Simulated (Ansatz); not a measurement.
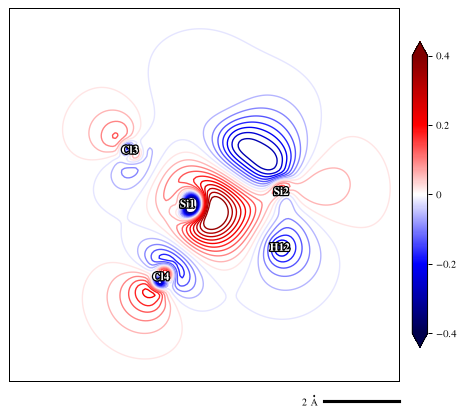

Figure 1: Cl₃FSi···H₃Si···H₃O. The LUMO on the plane of atoms Cl3, Si1 and Cl4 (values in Å⁻³ᐟ²; the overall sign is arbitrary).

A transition-state structure; geometry: PBE0-D4/def2-TZVP.

Computed with Ansatz, RKS PBE0-D4/def2-TZVPP.

```xyz
13

Si   -0.8927    0.7095   -0.5697
Si   -0.4511   -1.3392    0.8133
Cl    0.2506    1.5313   -2.1169
Cl   -2.6540    1.7095   -0.2453
F    -1.5537   -0.4795   -1.4765
H     1.8765    0.8510    0.4340
Cl    0.1502    1.9035    1.0439
H     0.8909   -0.3458   -0.0696
O     2.0508    0.0493   -0.1278
H     0.4790   -1.3511    1.9720
H    -0.4369   -2.6256    0.0808
H    -1.8189   -1.0128    1.2969
H     2.1092    0.4001   -1.0354
```

> What is the character of this orbital?

It lies mainly on Si1 (about 25 %), Si2 (about 20 %), Cl7 (about 10 %), H8 (about 10 %), Cl4 (about 10 %) and O9 (about 5 %). Its energy is −1.79 eV.
